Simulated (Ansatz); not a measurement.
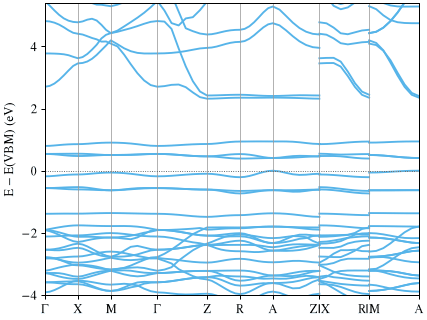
Figure: Band structure from DFT-PBEsol in the program Ansatz with PAW potentials

**Question.** Read off the gap and where the band edges lie.

**Answer.** About 0.4 eV (0.39 eV by a search for the band edges); maximum at A, minimum at R.

The material is Na4IrO4 in space group I4/m (No. 87; Na on 8h, Ir on 2a, O on 8h).

The workflow started from a Materials Project entry (that database holds measured and hypothetical structures alike); the Crystallography Open Database copy checked does not list it. Its standing as an ambient phase is unchecked. The PBEsol relaxation kept the symmetry of its start, as lowered by the spin order; its stability against distortions is not shown here. The final state is antiferromagnetic, chosen from 5 collinear starts compared on coarse meshes (ties went to the first, and starts can fall back to one state), not a proven ground state. No Hubbard U is applied. Scalar-relativistic: spin–orbit coupling is off unless named, which matters more the heavier the elements.

Potentials: the later of the program's two PAW sets.
